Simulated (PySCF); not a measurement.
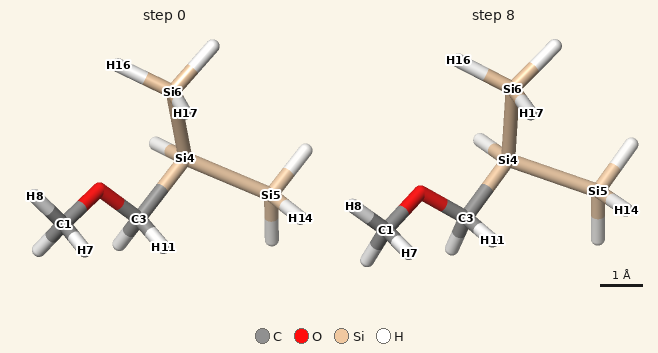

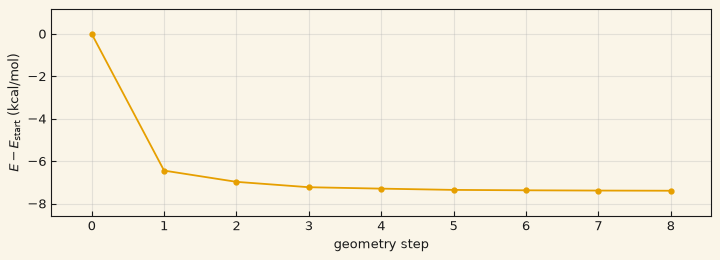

First and last geometry of a relaxation of C$_{2}$H$_{12}$OSi$_{3}$, with the history of the run. The picture is a stick view, seen at a tilt.

The start comes from GFN2-xTB. Its atoms were then displaced at random by about 0.01 Å.

Theory: PySCF 2.14.0, density-fitted response routines, PBE0-D3(BJ)/def2-SVP geometry optimisation, gas phase. 

Question: What do the curves and the structures tell?

Answer: It converged. After 8 geometry steps the energy has fallen by 7.39 kcal/mol. The largest move after the best rigid fit is that of an H atom, 0.42 Å. By element the largest moves are H 0.42 Å, Si 0.28 Å, C 0.22 Å, O 0.20 Å. Some distances before and after: C–Si 1.968 → 1.908 Å, H–Si 1.443 → 1.496 Å, Si–Si 2.309 → 2.345 Å, C–H 1.076 → 1.110 Å. Bond angles that change, for instance: Si–Si–Si 123.4° → 109.6°, C–Si–H 102.5° → 110.3°, C–Si–Si 100.1° → 105.6°. The run took 110 s on 1 thread of Arm Neoverse V2 (shared host).
